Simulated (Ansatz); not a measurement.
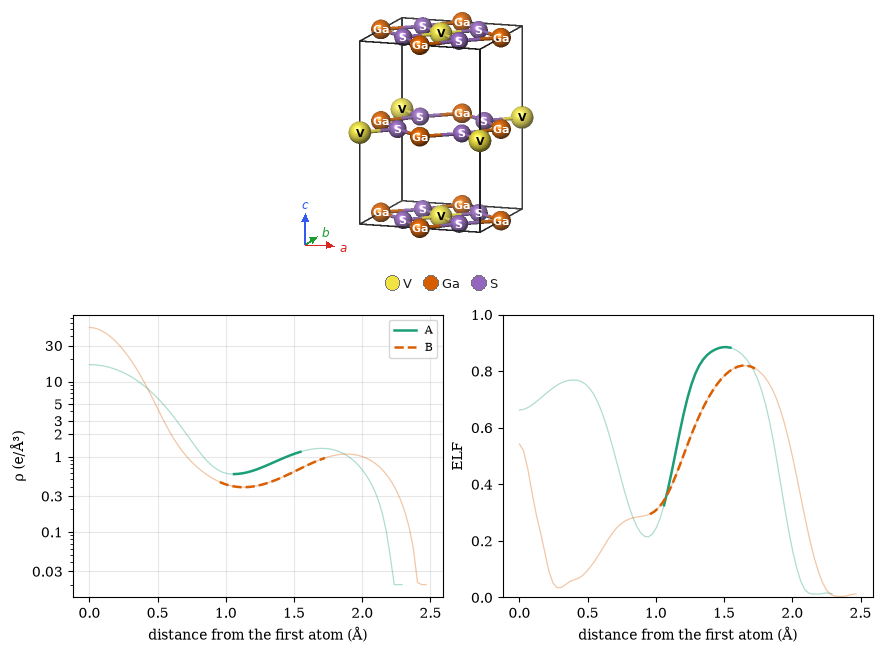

*VGa2S4. Valence charge density (pseudo) and electron localisation function along straight lines between neighbouring atoms. Thin, pale parts lie inside the atomic spheres. The structure is drawn too.*

Space group I4/mmm; a generated structure, not necessarily the stable one; spin-polarised.

These are results of Ansatz, DFT PBE, scalar-relativistic, plane waves, PAW, not measurements.

In a PAW calculation such maps are meaningful between the atoms, not at the nuclei.

Question: Which curve belongs to which contact (Ga–S and V–S)? The first atom named is at distance zero.

Answer: Curve A: V–S (2.29 Å): ρ at the midpoint is about 0.62 e/Å³; the ELF peaks at about 0.90 in the valence shell of S, 0.8 Å from its nucleus, and is about 0.50 at the midpoint. Curve B: Ga–S (2.47 Å): ρ is about 0.41 e/Å³ halfway; the ELF peaks at about 0.80 in the valence shell of S, 0.8 Å from its nucleus, and is about 0.55 at the midpoint.
